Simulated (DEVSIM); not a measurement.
System: abrupt InP n-p junction, at 300 K.

```csv
layer (left to right),material,thickness (μm),Nd (cm⁻³),Na (cm⁻³),τn (s),τp (s)
1,InP,0.600,3e16,-,7.1e-10,7.1e-10
2,InP,140,-,2.1e16,7.1e-10,7.1e-10
```

Left contact: ohmic. Right contact: ohmic. Voltage is applied to the left contact. Recombination: SRH at mid-gap, Auger. Mobility is μmin + (μ − μmin)/(1 + (N/Nref)^α).

This is a model device: material constants are rounded textbook-type values typed into the input, and sizes, dopings and lifetimes were drawn at random. Values at 300 K.

```csv
parameter,InP
gap (eV),1.344
affinity (eV),4.38
permittivity,12.5
Nc (cm⁻³),5.7e17
Nv (cm⁻³),1.1e19
μn (cm²/Vs),5200
μp (cm²/Vs),170
"μn,min",400
"μp,min",10
"Nref,n",3e17
"Nref,p",4.9e17
αn,0.47
αp,0.62
Cn (cm⁶/s),9e-31
Cp (cm⁶/s),9e-31
```

DEVSIM, 1D drift-diffusion, Boltzmann statistics, complete ionisation; no tunnelling, impact ionisation, image-force lowering or self-heating.

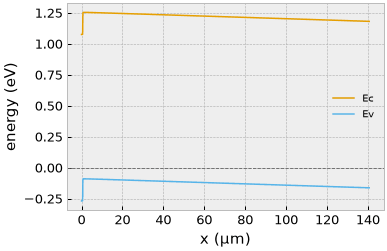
Figure. Band edges at -1.0 V on the left contact

Energies count from the Fermi level of the right contact; mesh points crowd at the junctions.

```csv
x (μm),Ec (eV),Ev (eV),n (cm⁻³),p (cm⁻³),field (V/cm)
0.000,1.076,-0.268,3.0e16,< 1e2,≈ 0
0.03582,1.076,-0.268,3.0e16,1.1e12,≈ 0
0.1206,1.076,-0.268,3.0e16,3.8e12,≈ 0
0.3120,1.076,-0.268,3.0e16,1.0e13,≈ 0
0.5241,1.082,-0.262,2.4e16,2.4e13,2200
0.5831,1.124,-0.220,4.8e15,1.3e14,15000
0.6107,1.176,-0.168,6.4e14,9.9e14,18000
0.6988,1.249,-0.095,3.7e13,1.7e16,2000
0.8900,1.255,-0.089,2.8e13,2.1e16,≈ 0
1.379,1.255,-0.089,2.3e13,2.1e16,≈ 0
2.628,1.254,-0.090,1.5e13,2.1e16,≈ 0
7.555,1.252,-0.092,2.6e12,2.1e16,≈ 0
18.42,1.246,-0.098,5.5e10,2.1e16,≈ 0
46.18,1.232,-0.112,3300000,2.1e16,≈ 0
109.7,1.198,-0.146,< 1e2,2.1e16,≈ 0
128.5,1.188,-0.156,< 1e2,2.1e16,≈ 0
135.9,1.185,-0.159,< 1e2,2.1e16,≈ 0
138.8,1.183,-0.161,< 1e2,2.1e16,≈ 0
140.1,1.182,-0.162,< 1e2,2.1e16,≈ 0
140.4,1.182,-0.162,< 1e2,2.1e16,≈ 0
140.5,1.182,-0.162,< 1e2,2.1e16,≈ 0
140.6,1.182,-0.162,< 1e2,2.1e16,≈ 0
```
